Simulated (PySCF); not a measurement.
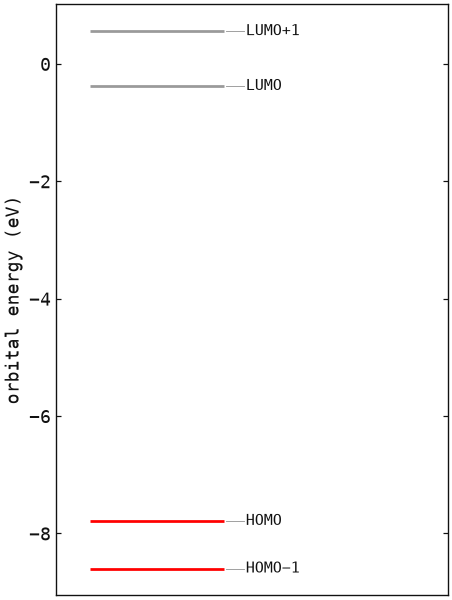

Kohn-Sham orbital energies near the frontier, CAM-B3LYP/def2-SVPD in PySCF 2.14.0, at a PBE0-D3(BJ)/def2-SVP geometry (no frequency check), isolated molecule; empty levels in grey, levels within 0.03 eV side by side.

Which molecule has this level scheme?
A. C₈H₈Si, SMILES C1=Cc2ccccc2[SiH2]1
B. C₆H₇N (2-methylpyridine), SMILES Cc1ccccn1
C. C₆H₁₀F₃N, SMILES FC(F)(F)[C@@H]1CCCCN1

Answer. A. HOMO −7.79 eV, LUMO −0.38 eV, separation 7.41 eV.

Note: empty levels above zero depend strongly on the basis.
